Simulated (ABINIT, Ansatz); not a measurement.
## LiCl (Fm-3m): changed settings of a GW run in ABINIT

Aim: change inputs of a GW run on LiCl (Fm-3m) and see what moves.

Main program and level: ABINIT 10.8.3; PBE and many-body steps on it, plane waves.

## Step 1: The structure

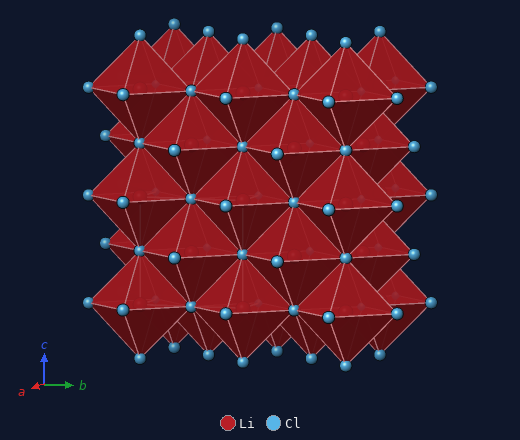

The starting structure, seen slightly off an axis (lithium red, chlorine blue). 1×2×2 cells are drawn. This picture shows the conventional cell, with its axes. Some periodic images of atoms are drawn too.

The cell and positions come from the Crystallography Open Database and are kept as given unless a step says otherwise.

## Step 2: Screening, 6×6×6 mesh, 256 bands, screening to 283 eV

This step: ABINIT 10.8.3; RPA screening on PBE, plane waves, norm-conserving pseudopotentials.

The RPA dielectric matrix is built and inverted for each q.

run.abi

```
acell 3*1.0 Angstrom
rprim 
  0.000000000000 2.571500000000 2.571500000000
  2.571500000000 0.000000000000 2.571500000000
  2.571500000000 2.571500000000 -0.000000000000
ntypat 2
znucl 3 17
natom 2
typat 1 2
xred 
  0.000000000000 0.000000000000 0.000000000000
  0.500000000000 0.500000000000 0.500000000000
pp_dirpath "pseudos"
pseudos "Li.upf, Cl.upf"
ecut 33
ngkpt 6 6 6
nshiftk 1
shiftk 0 0 0
kptopt 1
chksymbreak 0
istwfk *1
occopt 1
irdwfk 1
optdriver 3
nband 256
ecuteps 10.4
inclvkb 2
awtr 1
symchi 1
indata_prefix "in"
outdata_prefix "out"
tmpdata_prefix "tmp"
```

Started as:

```
OMP_NUM_THREADS=1 mpirun -n 4 abinit run.abi > log
```

Log:

```text
.Version 10.8.3 of ABINIT. v10.8.2 released Aug 2026.

 Symmetries : space group Fm -3 m (#225); Bravais cF (face-center cubic)
[... echo of the input left out ...]
== DATASET  1 ==================================================================
-   mpi_nproc: 4, omp_nthreads: 1 (-1 if OMP is not activated)

--- !DatasetInfo
iteration_state: {dtset: 1, }
dimensions: {natom: 2, nkpt: 16, mband: 256, nsppol: 1, nspinor: 1, nspden: 1, mpw: 2092, }
cutoff_energies: {ecut:  33.0, pawecutdg:  -1.0, }
electrons: {nelect:   1.00000000E+01, charge:   0.00000000E+00, occopt:   1.00000000E+00, tsmear:   1.00000000E-02, }

 SCREENING: Calculation of the susceptibility and dielectric matrices

 Based on a program developped by R.W. Godby, V. Olevano, G. Onida, and L. Reining.
 Incorporated in ABINIT by V. Olevano, G.-M. Rignanese, and M. Torrent.
.Using double precision arithmetic ; gwpc =  8

[... cell and pseudopotentials left out ...]
--------------------------------------------------------------------------------

 ==== K-mesh for the wavefunctions ====
 Number of points in the irreducible wedge :    16
[... list of points left out ...]
 Together with 48 symmetry operations and time-reversal symmetry
 yields   216 points in the full Brillouin Zone.

 ==== Q-mesh for the screening function ====
 Number of points in the irreducible wedge :    16
[... list of points left out ...]
 Together with 48 symmetry operations and time-reversal symmetry
 yields   216 points in the full Brillouin Zone.

 setmesh: FFT mesh size selected  =    27x   27x   27
          total number of points  =        19683

 vcoul_init : cutoff-mode = AUXILIARY_FUNCTION
 q-points for optical limit:   1
     1)      0.000010    0.000020    0.000030

- screening: taking advantage of time-reversal symmetry
- Maximum band index for partially occupied states nbvw = 5
- Remaining bands to be divided among processors   nbcw = 251
- Number of bands treated by each node ~62

 Number of electrons calculated from density =   10.0000; Expected =   10.0000
 average of density, n =  0.043573
 r_s =    1.7629
 omega_plasma =   20.1355 [eV]

 calculating chi0 at frequencies [eV] :
  1    0.000000E+00    0.000000E+00
  2    0.000000E+00    2.013550E+01

--------------------------------------------------------------------------------
  q-point number  1        q = ( 0.000000, 0.000000, 0.000000) [r.l.u.]
--------------------------------------------------------------------------------
[... chi0 elements left out ...]
 For q-point:  0.000010 0.000020 0.000030
  dielectric constant =   2.7540
  dielectric constant without local fields =   3.2521

  Average fulfillment of the sum rule on Im[epsilon] for q-point    1 :     91.76  [%]
[... wings left out ...]
  q-point number  2        q = ( 0.166667, 0.000000, 0.000000) [r.l.u.]
--------------------------------------------------------------------------------
[... chi0 elements left out ...]
  Average fulfillment of the sum rule on Im[epsilon] for q-point    2 :     93.83  [%]

 [... 14 further q-points ...]
```

The job ended after 3.1 min (4 MPI ranks of Intel Xeon Platinum 8375C at 2.90GHz (Ice Lake), shared host; peak memory 2 GiB; 12 min of CPU time).

This step gave:

```
ε∞ with local fields, on this mesh, along the program's q direction : 2.754
the same without local fields                                       : 3.252
plasma frequency                                                    : 20.14 eV
plane waves in the screening matrix                                 : 339
```

Local fields lower ε∞ by 15 %.

## Step 3: Base

The self-energy is evaluated for the states that the input lists, and the levels follow from it, in one-shot runs by the linearised quasiparticle equation.

This step: G0W0 on PBE, plane waves, norm-conserving pseudopotentials.

run.abi, as its differences from that of step 2:

```diff
@@ -23,8 +23,15 @@
 irdwfk 1
-optdriver 3
+optdriver 4
 nband 256
+gwcalctyp 0
+ecutsigx 33
+symsigma 1
+nkptgw 1
+kptgw 
+  0.0000000000 0.0000000000 0.0000000000
+bdgw 
+  3 9
 ecuteps 10.4
-inclvkb 2
-awtr 1
-symchi 1
+irdscr 1
+ppmodel 1
 indata_prefix "in"
```

Log:

```text
.Version 10.8.3 of ABINIT. v10.8.2 released Aug 2026.

 Symmetries : space group Fm -3 m (#225); Bravais cF (face-center cubic)
[... echo of the input left out ...]
== DATASET  1 ==================================================================
-   mpi_nproc: 4, omp_nthreads: 1 (-1 if OMP is not activated)

--- !DatasetInfo
iteration_state: {dtset: 1, }
dimensions: {natom: 2, nkpt: 16, mband: 256, nsppol: 1, nspinor: 1, nspden: 1, mpw: 2092, }
cutoff_energies: {ecut:  33.0, pawecutdg:  -1.0, }
electrons: {nelect:   1.00000000E+01, charge:   0.00000000E+00, occopt:   1.00000000E+00, tsmear:   1.00000000E-02, }

 SIGMA: Calculation of the GW corrections

 Based on a program developped by R.W. Godby, V. Olevano, G. Onida, and L. Reining.
 Incorporated in ABINIT by V. Olevano, G.-M. Rignanese, and M. Torrent.
.Using double precision arithmetic ; gwpc =  8

[... cell and pseudopotentials left out ...]
--------------------------------------------------------------------------------

 ==== K-mesh for the wavefunctions ====
 Number of points in the irreducible wedge :    16
[... list of points left out ...]
 Together with 48 symmetry operations and time-reversal symmetry
 yields   216 points in the full Brillouin Zone.

 ==== Q-mesh for screening function ====
 Number of points in the irreducible wedge :    16
[... list of points left out ...]
 Together with 48 symmetry operations and time-reversal symmetry
 yields   216 points in the full Brillouin Zone.

 vcoul_init : cutoff-mode = AUXILIARY_FUNCTION
 q-points for optical limit:   1
     1)      0.000010    0.000020    0.000030
 setmesh: FFT mesh size selected  =    36x   36x   36
          total number of points  =        46656

 Number of electrons calculated from density =   10.0000; Expected =   10.0000
 average of density, n =  0.043573
 r_s =    1.7629
 omega_plasma =   20.1355 [eV]

 === KS Band Gaps ===
  >>>> For spin  1
   Minimum direct gap =   6.2845 [eV], located at k-point      :   0.0000  0.0000  0.0000
   Fundamental gap    =   6.2845 [eV], Top of valence bands at :   0.0000  0.0000  0.0000
                                       Bottom of conduction at :   0.0000  0.0000  0.0000
 SIGMA fundamental parameters:
 PLASMON POLE MODEL  1
 number of plane-waves for SigmaX                 2085
 number of plane-waves for SigmaC and W            339
 number of plane-waves for wavefunctions          2085
 number of bands                                   256
 number of independent spin polarizations            1
 number of spinorial components                      1
 number of k-points in IBZ                          16
 number of q-points in IBZ                          16
 number of symmetry operations                      48
 number of k-points in BZ                          216
 number of q-points in BZ                          216
 number of frequencies for dSigma/dE                 9
 frequency step for dSigma/dE [eV]                0.25
 number of omega for Sigma on real axis              0
 max omega for Sigma on real axis  [eV]           0.00
 zcut for avoiding poles [eV]                     0.10

 EPSILON^-1 parameters (SCR file):
 dimension of the eps^-1 matrix on file            339
 dimension of the eps^-1 matrix used               339
 number of plane-waves for wavefunctions          2085
 number of bands                                   256
 number of q-points in IBZ                          16
 number of frequencies                               2
 number of real frequencies                          1
 number of imag frequencies                          1

 matrix elements of self-energy operator (all in [eV])

 Perturbative Calculation

--- !SelfEnergy_ee
iteration_state: {dtset: 1, }
kpoint     : [   0.000,    0.000,    0.000, ]
spin       : 1
KS_gap     :    6.285
QP_gap     :    9.030
Delta_QP_KS:    2.745
data: !SigmaeeData |
     Band     E0 <VxcDFT>   SigX SigC(E0)      Z dSigC/dE  Sig(E)    E-E0       E
        3   0.193 -14.693 -19.029   1.762   0.802  -0.247 -16.757  -2.064  -1.871
        4   0.193 -14.693 -19.029   1.762   0.802  -0.247 -16.757  -2.064  -1.871
        5   0.193 -14.693 -19.029   1.762   0.802  -0.247 -16.757  -2.064  -1.871
        6   6.477  -9.170  -4.732  -3.633   0.846  -0.181  -8.488   0.681   7.159
        7  11.985  -9.607  -4.365  -3.847   0.840  -0.191  -8.436   1.171  13.156
        8  11.985  -9.607  -4.365  -3.847   0.840  -0.191  -8.436   1.171  13.156
        9  11.985  -9.607  -4.365  -3.847   0.840  -0.191  -8.436   1.171  13.156

== END DATASET(S) ==============================================================
================================================================================

 -outvars: echo values of variables after computation  --------
           etotal      0.0000000000E+00
            nband         256
             nkpt          16
          spgroup         225
 [... the other variables as echoed above ...]

 Calculation completed.
```

Elapsed: 33 s, on 4 MPI ranks; peak memory 2.1 GiB; 2.2 min of CPU time.

Numbers from this step:

| Property | Result |
| --- | --- |
| G0W0 gap on the points computed | 9.03 eV |
| starting gap on the mesh | 6.285 eV |
| k of the valence top | 0, 0, 0 |
| k of the conduction bottom | 0, 0, 0 |
| Z at the valence top | 0.802 |
| Z at the conduction bottom | 0.846 |
| least direct G0W0 gap on the computed points | 9.03 eV |

The gap on the mesh goes from 6.28 eV to 9.03 eV, a correction of +2.75 eV.

## Step 4: Broadening of the poles

run.abi, as its differences from that of step 3:

```diff
@@ -36,2 +36,3 @@
 ppmodel 1
+zcut 0.01 eV
 indata_prefix "in"
```

Log:

```text
.Version 10.8.3 of ABINIT. v10.8.2 released Aug 2026.

 Symmetries : space group Fm -3 m (#225); Bravais cF (face-center cubic)
[... echo of the input left out ...]
== DATASET  1 ==================================================================
-   mpi_nproc: 4, omp_nthreads: 1 (-1 if OMP is not activated)

--- !DatasetInfo
iteration_state: {dtset: 1, }
dimensions: {natom: 2, nkpt: 16, mband: 256, nsppol: 1, nspinor: 1, nspden: 1, mpw: 2092, }
cutoff_energies: {ecut:  33.0, pawecutdg:  -1.0, }
electrons: {nelect:   1.00000000E+01, charge:   0.00000000E+00, occopt:   1.00000000E+00, tsmear:   1.00000000E-02, }

 SIGMA: Calculation of the GW corrections

 Based on a program developped by R.W. Godby, V. Olevano, G. Onida, and L. Reining.
 Incorporated in ABINIT by V. Olevano, G.-M. Rignanese, and M. Torrent.
.Using double precision arithmetic ; gwpc =  8

[... cell and pseudopotentials left out ...]
--------------------------------------------------------------------------------

 ==== K-mesh for the wavefunctions ====
 Number of points in the irreducible wedge :    16
[... list of points left out ...]
 Together with 48 symmetry operations and time-reversal symmetry
 yields   216 points in the full Brillouin Zone.

 ==== Q-mesh for screening function ====
 Number of points in the irreducible wedge :    16
[... list of points left out ...]
 Together with 48 symmetry operations and time-reversal symmetry
 yields   216 points in the full Brillouin Zone.

 vcoul_init : cutoff-mode = AUXILIARY_FUNCTION
 q-points for optical limit:   1
     1)      0.000010    0.000020    0.000030
 setmesh: FFT mesh size selected  =    36x   36x   36
          total number of points  =        46656

 Number of electrons calculated from density =   10.0000; Expected =   10.0000
[...]
number of q-points in BZ                          216
 number of frequencies for dSigma/dE                 9
 frequency step for dSigma/dE [eV]                0.25
 number of omega for Sigma on real axis              0
 max omega for Sigma on real axis  [eV]           0.00
 zcut for avoiding poles [eV]                     0.01

 EPSILON^-1 parameters (SCR file):
 dimension of the eps^-1 matrix on file            339
 dimension of the eps^-1 matrix used               339
 number of plane-waves for wavefunctions          2085
 number of bands                                   256
 number of q-points in IBZ                          16
 number of frequencies                               2
 number of real frequencies                          1
 number of imag frequencies                          1

 matrix elements of self-energy operator (all in [eV])

 Perturbative Calculation

--- !SelfEnergy_ee
iteration_state: {dtset: 1, }
kpoint     : [   0.000,    0.000,    0.000, ]
spin       : 1
KS_gap     :    6.285
QP_gap     :    9.030
Delta_QP_KS:    2.745
data: !SigmaeeData |
     Band     E0 <VxcDFT>   SigX SigC(E0)      Z dSigC/dE  Sig(E)    E-E0       E
        3   0.193 -14.693 -19.029   1.762   0.802  -0.247 -16.757  -2.064  -1.871
        4   0.193 -14.693 -19.029   1.762   0.802  -0.247 -16.757  -2.064  -1.871
        5   0.193 -14.693 -19.029   1.762   0.802  -0.247 -16.757  -2.064  -1.871
        6   6.477  -9.170  -4.732  -3.633   0.846  -0.181  -8.488   0.681   7.159
        7  11.985  -9.607  -4.365  -3.846   0.840  -0.190  -8.434   1.173  13.158
        8  11.985  -9.607  -4.365  -3.846   0.840  -0.190  -8.434   1.173  13.158
        9  11.985  -9.607  -4.365  -3.846   0.840  -0.190  -8.434   1.173  13.158

== END DATASET(S) ==============================================================
================================================================================

 -outvars: echo values of variables after computation  --------
           etotal      0.0000000000E+00
            nband         256
             nkpt          16
          spgroup         225
 [... the other variables as echoed above ...]

 Calculation completed.
```

Wall time 32 s (4 MPI ranks); peak memory 2.1 GiB.

Numbers from this step:

```
G0W0 gap on the points computed              : 9.03 eV
starting gap on the mesh                     : 6.285 eV
k of the valence top                         : 0, 0, 0
k of the conduction bottom                   : 0, 0, 0
Z at the valence top                         : 0.802
Z at the conduction bottom                   : 0.846
least direct G0W0 gap on the computed points : 9.03 eV
```

Against G0W0 in ABINIT (6×6×6 mesh, 256 bands, screening to 283 eV, Godby-Needs plasmon pole), the gap moves by +0.000 eV.

## Step 5: Side by side

Times are wall times on 4 MPI ranks of Intel Xeon Platinum 8375C at 2.90GHz (Ice Lake), shared host, good to a factor of about two. A run's time includes the screening step that it read.

| run | mesh | bands | screening cutoff (eV) | DFT gap (eV) | gap on the mesh (eV) | direct (eV) | ε∞ used | time |
| --- | --- | --- | --- | --- | --- | --- | --- | --- |
| base | 6×6×6 | 256 | 283 | 6.285 | 9.030 | 9.030 | 2.75 | 3.6 min |
| broadening of the poles | 6×6×6 | 256 | 283 | 6.285 | 9.030 | 9.030 | 2.75 | 3.6 min |

## Step 6: Results

```
base                    : 9.030 eV
broadening of the poles : 9.030 eV
known limits            : not at the basis limit
```

Broadening of the poles: no change against base (keys changed: zcut). Bands and cutoff are finite, so the gap is not at the basis limit. The miss can reach some tenths of an eV and take either sign; the mesh is an error of its own. In the G0W0 runs levels were corrected at 1 k point alone, so a gap called «on the mesh» is the least over those, and an edge elsewhere would be missed.

[Paths, hosts, dates, memory and timing lines, banners, echoed tables and standing remarks are left out of the program output.]

[Logs are printed without paths, hosts, clocks, repeated set-up lines and the standing remarks that a program may print on its own settings, such as how far it seeks lower states.]

[Runs of the session that timed out or met a known fault of the program may be left out.]

[Hosts, paths, dates, database ids (printed as entryN), source tags and the programs' standing remarks are cut or masked in the printed files.]

[G0W0 gaps are taken among the corrected bands and points alone; a level outside them can change the order at an edge.]

[Where Ansatz stands beside ABINIT at settings called matched, ABINIT's density can come from a denser mesh and the files from another edition; pairs whose starting gaps differed by over 0.03 eV were left out, so agreement reads better than it is.]
